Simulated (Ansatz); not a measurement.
**Frequency calculation of C2H6N2O**

- system: C2H6N2O
- method: RKS PBE0-D4/def2-TZVP (Ansatz 0.2.0)

The geometry comes from this level: PBE0-D4/def2-TZVP. Figures and captions count atoms from 1; the log counts them from 0 in places.

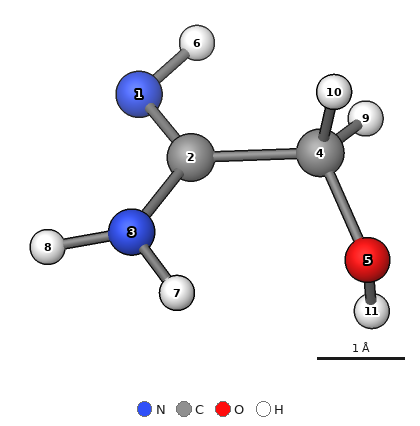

*The structure (ball-and-stick view, seen at a tilt; atoms are numbered from 1 in the order of the input).*

Bond lengths as drawn: C–C 1.52 Å, C–H 1.09 to 1.10 Å, C–N 1.27 to 1.36 Å, C–O 1.41 Å, H–N 1.00 to 1.02 Å and H–O 0.96 Å.

The input
```yaml
crystal:
  periodic: [false, false, false]
  atoms:
    - {symbol: N, position_ang: [-0.623510, 0.205192, 1.737866]}
    - {symbol: C, position_ang: [-0.072644, -0.137994, 0.641310]}
    - {symbol: N, position_ang: [0.353854, -1.408962, 0.427585]}
    - {symbol: C, position_ang: [0.250790, 0.807202, -0.499902]}
    - {symbol: O, position_ang: [0.211873, 0.200189, -1.774035]}
    - {symbol: H, position_ang: [-0.854648, 1.194311, 1.725328]}
    - {symbol: H, position_ang: [0.574257, -1.683627, -0.512863]}
    - {symbol: H, position_ang: [0.074201, -2.111833, 1.088802]}
    - {symbol: H, position_ang: [-0.417348, 1.672928, -0.439321]}
    - {symbol: H, position_ang: [1.275548, 1.165622, -0.369037]}
    - {symbol: H, position_ang: [-0.706972, 0.039873, -2.005232]}
basis:
  gaussian: {orbitals: def2-TZVP}
hamiltonian: {xc: pbe0, dispersion: d4}
phonons: {temperatures: {t_min: 298.15, t_max: 900, t_step: 200}}
```

Machine: 4 threads of Arm Neoverse V2, 23 GiB of memory available, shared host.

Run as:
```bash
ansatz run in.yaml --threads 4 --pin off --events-out ev --progress --plain --max-ram 10444MiB
```

The program's output
```
Functional definition: PBE0
  name "PBE0"
  cite "Adamo & Barone, J. Chem. Phys. 110, 6158 (1999) doi:10.1063/1.478522"
  cite "Perdew, Burke & Ernzerhof, Phys. Rev. Lett. 77, 3865 (1996) doi:10.1103/PhysRevLett.77.3865"
  parent pbe
  parameter a = 0.25
  parameter kappa = 0.804
  parameter beta = 0.06672455060314922
  exchange = (1 - a)*pbe_x(kappa = kappa, mu = beta*pi^2/3) + a*exact_x
  correlation = pbe_c(beta = beta)
1085 factors; their error is unknown
mean field evaluation 1: about -7183.4211 eV, gradient 7.3e1 eV
mean field evaluation 2: about -7177.0501 eV, gradient 9.0e1 eV
mean field evaluation 4: about -7193.2126 eV, gradient 6.0e0 eV
mean field evaluation 8: about -7193.2913 eV, gradient 5.3e-1 eV
mean field evaluation 16: about -7193.2917 eV, gradient 3.2e-5 eV
mean field -7193.29169660 eV, -264.3485940618 hartree, gradient 3.2e-5 eV, S^2 0.000000; 0 other end points of the search recorded, 0 dependent functions left out
the calculation of the forces begins
reference -7193.29172291 eV, -264.3485950287 hartree; 20, 20 occupied and 171, 171 virtual orbitals, 1085 factors
these checks for a lower state are left out or cut short: stability, starts, cluster_reference, orbital_swaps, neighbouring_geometries, increment
1085 factors; their error is unknown
mean field -7193.29162951 eV, -264.3485915964 hartree, gradient 1.7e-6 eV, S^2 0.000000; 0 other end points of the search recorded, 0 dependent functions left out
[... from here on the field's lines of each further geometry are left out, up to the last ...]
the calculation of the forces begins
reference -7193.29169502 eV, -264.3485940037 hartree; 20, 20 occupied and 171, 171 virtual orbitals, 1085 factors
these checks for a lower state are left out or cut short: stability, starts, cluster_reference, orbital_swaps, neighbouring_geometries, increment
1085 factors; their error is unknown
mean field -7193.29167765 eV, -264.3485933656 hartree, gradient 1.7e-6 eV, S^2 0.000000; 0 other end points of the search recorded, 0 dependent functions left out
the calculation of the forces begins
reference -7193.29170397 eV, -264.3485943326 hartree; 20, 20 occupied and 171, 171 virtual orbitals, 1085 factors
Total energy: -7193.44769739 eV, -264.3543269850 hartree
Atom 0 at    -0.623510     0.205192     1.737866 Å, force     0.000472     0.000541     0.000047 eV/Å
Atom 1 at    -0.072644    -0.137994     0.641310 Å, force     0.000209    -0.000931    -0.001352 eV/Å
Atom 2 at     0.353854    -1.408962     0.427585 Å, force    -0.002937    -0.000532     0.000017 eV/Å
Atom 3 at     0.250790     0.807202    -0.499902 Å, force    -0.000082     0.000305     0.001499 eV/Å
Atom 4 at     0.211873     0.200189    -1.774035 Å, force     0.000378     0.000441    -0.000097 eV/Å
Atom 5 at    -0.854648     1.194311     1.725328 Å, force     0.000751     0.000447    -0.000724 eV/Å
Atom 6 at     0.574257    -1.683627    -0.512863 Å, force     0.001355     0.001322    -0.000091 eV/Å
Atom 7 at     0.074201    -2.111833     1.088802 Å, force     0.000572     0.000207    -0.000458 eV/Å
Atom 8 at    -0.417348     1.672928    -0.439321 Å, force     0.000028    -0.000390     0.000148 eV/Å
Atom 9 at     1.275548     1.165622    -0.369037 Å, force    -0.000620    -0.000162     0.000290 eV/Å
Atom 10 at    -0.706972     0.039873    -2.005232 Å, force    -0.000126    -0.001247     0.000719 eV/Å
Dipole moment:    -0.118939    -0.017761    -0.449064 e Å
Vibrations: 88.58 282.61 302.40 398.54 473.98 515.77 538.99 651.07 824.60 890.21 980.64 1099.14 1123.77 1155.72 1204.74 1369.28 1396.37 1450.67 1478.89 1611.98 1738.49 3047.23 3103.16 3525.54 3618.64 3747.05 3858.68 cm⁻¹, zero-point energy 2.509238 eV
```

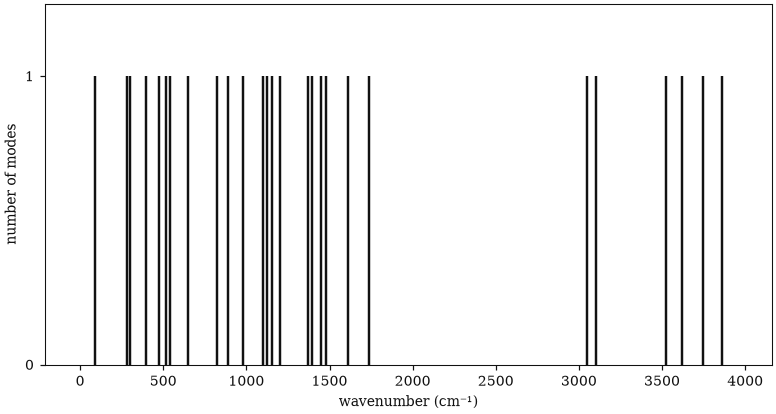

*Harmonic vibrational wavenumbers from the force constants; neighbouring modes closer than 17 cm⁻¹ are counted in one stick.*

27 modes from 89 to 3859 cm⁻¹, none imaginary.

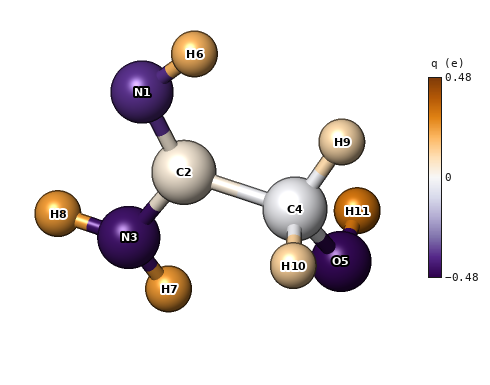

*Mulliken charges, as the colour of each atom (ball-and-stick view, seen at a tilt; atoms are numbered from 1 in the order of the input; Mulliken charges depend strongly on the basis).*

By element: N −0.43 to −0.37, C −0.03 to +0.04, O −0.46 and H +0.11 to +0.32 e.

Summary

- outcome: converged
- total energy: −7193.4477 eV
- mean-field energy: −7193.2917 eV
- dispersion energy: −0.1560 eV
- largest force (length of the vector): 0.003 eV/Å
- dipole moment: 2.23 D
- wall time: 98 s (CPU time 6.1 min)
- peak memory: 0.44 GiB
